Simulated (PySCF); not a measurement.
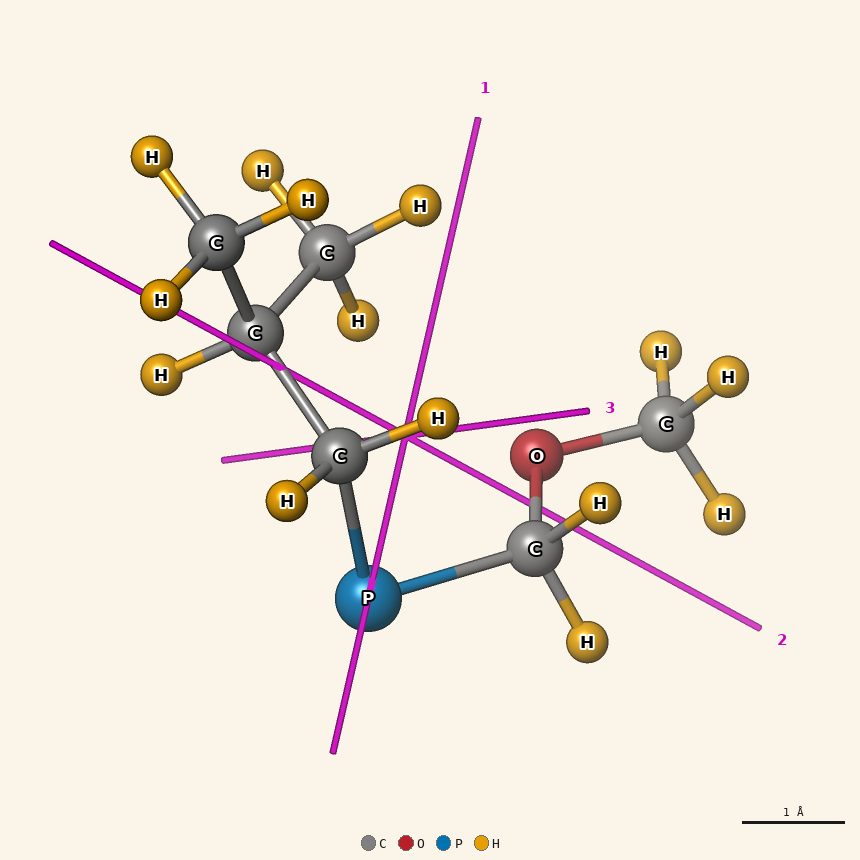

The three principal axes of inertia are drawn and numbered. Distant atoms are faded towards the background colour. Charge −1, singlet. Computed geometry: PBE0-D3(BJ)/def2-SVP optimisation. No frequency run is at hand to confirm it as a minimum. Masses are those of the most abundant isotopes; constants are for the rigid equilibrium geometry.

Which line is the a axis (least moment of inertia), which b and which c?

a is line 2, b is line 1, c is line 3; the moments are 211, 543, 694 u Å².

Classify the rotor and give the rotational constants (GHz).

An asymmetric top (C1): A = 2.40, B = 0.931, C = 0.728 GHz. Ray's parameter κ is −0.76, nearer the prolate limit.
